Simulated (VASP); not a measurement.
Data:

```
CELL_PARAMETERS angstrom
      0.00000     3.44500     3.44500
      3.44500     0.00000     3.44500
      3.44500     3.44500     0.00000
ATOMIC_POSITIONS crystal
  Rb 0.00000 0.00000 0.00000
  Br 0.50000 0.50000 0.50000
```

Calculation: SCAN meta-GGA, VASP's PBE PAW potentials (set 64) (plane waves; VASP). Numerical set-up: 520 eV cut-off, 8×8×8 Γ-centred mesh, tetrahedra with Blöchl corrections, potentials Rb_sv Br.

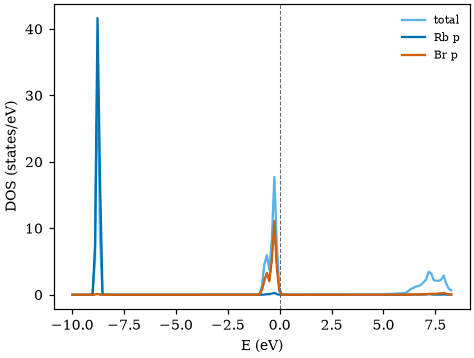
Total and projected density of states, zero at the valence-band maximum

Within 2 eV below the valence-band maximum the largest weight inside VASP's projection spheres is Br p.

The gap is direct, 4.87 eV, from the valence maximum at Γ to the conduction minimum at Γ.

The compound is RbBr in the rock salt structure. The cell was not relaxed at this level.
